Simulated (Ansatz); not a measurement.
## Fields on a plane of NiSi2 (fluorite type, space group Fm-3m)

```
CELL_PARAMETERS angstrom
      0.00000     2.69483     2.69483
      2.69483     0.00000     2.69483
      2.69483     2.69483     0.00000
ATOMIC_POSITIONS crystal
  Ni 0.00000 0.00000 0.00000
  Si 0.25000 0.25000 0.25000
  Si 0.75000 0.75000 0.75000
```

The slice is a {100} plane (indices of the conventional cell) through the point (0.250, 0.250, 0.250) (fractional), spanned by u = [100] and v = [0 1 -1] in vectors of this cell: u (3.81 Å) and v (3.81 Å, at 90° to u). It covers one period; positions are fractions (u, v).

Atoms on it: Si at (0.00, 0.00); Si at (0.50, 0.50).

The numbers are results of r2SCAN (plane waves to 500 eV, PAW, scalar-relativistic; Ansatz, an electronic-structure program), not measurements. k mesh 15×15×15. Near the nuclei the fields are pseudised (PAW); where an atom keeps semicore shells as valence, they peak there. NiSi2 is run without spin polarisation. NiSi2 was relaxed with its symmetry unable to fall. The PAW data are Ansatz's earlier set.

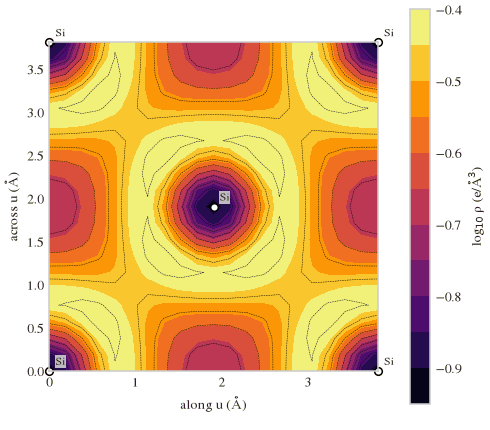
*Log₁₀ of the valence density in e/Å³, one period of the plane, atoms marked. The scale is logarithmic, as a density can span decades between atoms and voids.*

```
|xxxxxxxxxxxx==##@@@@@@@@@@##==xxxxxxxxxx|
|xxxxxxxxxx  ++%%@@@@@@@@@@%%++  xxxxxxxx|
|xxxxxxxxxx::**##%%######%%##**::xxxxxxxx|
|xxxxxxxx..++****++==--==++****++..xxxxxx|
|xxxx  ::++**++::  xxxxxx  ::++++++::  xx|
|--==++****++..xxxxxxxxxxxxxx..++****++==|
|####%%##**::xxxxxxxxxxxxxxxxxx::**##%%##|
|@@@@@@%%++  xxxxxxxxxxxxxxxxxx  ++%%@@@@|
|@@@@@@##==xxxxxxxxxxxxxxxxxxxxxx==##@@@@|
|@@@@@@##--xxxxxxxxxxxxxxxxxxxxxx--##@@@@|
|@@@@@@##==xxxxxxxxxxxxxxxxxxxxxx==##@@@@|
|@@@@@@%%++  xxxxxxxxxxxxxxxxxx  ++%%@@@@|
|####%%##**::xxxxxxxxxxxxxxxxxx::**##%%##|
|--==++****++..xxxxxxxxxxxxxx..++****++==|
|xxxx  ::++**++::  xxxxxx  ::++++++::  xx|
|xxxxxxxx..++****++==--==++****++..xxxxxx|
|xxxxxxxxxx::**##%%######%%##**::xxxxxxxx|
|xxxxxxxxxx  ++%%@@@@@@@@@@%%++  xxxxxxxx|
|xxxxxxxxxxxx==##@@@@@@@@@@##==xxxxxxxxxx|
|xxxxxxxxxxxx--##@@@@@@@@@@##--xxxxxxxxxx|
```
Scale: ten equal steps from 1.05 (start of ' ') to 8.53 (end of '@'), in the order ' .:-=+*#%@'. Values: electrostatic potential energy of an electron, from the cell's mean, in eV. The map has 20 points along u (two characters each, u = 0 at the left) and 20 along v (v = 0 in the bottom row). Points within 1 Å of a nucleus are blanked (x), as the pseudised field means little there. The zero, the cell's mean, hangs on the PAW cores.
